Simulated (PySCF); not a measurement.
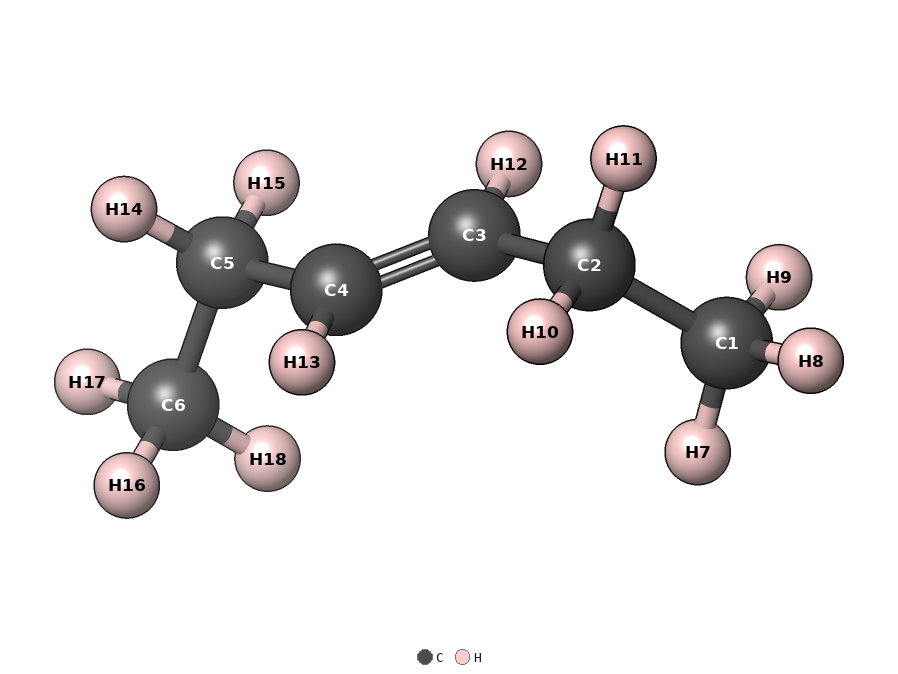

The computed structure is the end point of a PBE0-D3(BJ)/def2-SVP optimisation. No frequency run is at hand to confirm it as a minimum. Properties computed with delta-SCF UKS SCAN, pcX-2 on the ionised atom, pcseg-1 elsewhere, spin-free X2C (PySCF 2.14.0).

Give the core-electron binding energies (to vacuum) of C1 1s, C2 1s, C3 1s.

| atom | level | binding energy (eV) |
| --- | --- | --- |
| C1 | 1s | 290.4 |
| C2 | 1s | 290.6 |
| C3 | 1s | 289.9 |
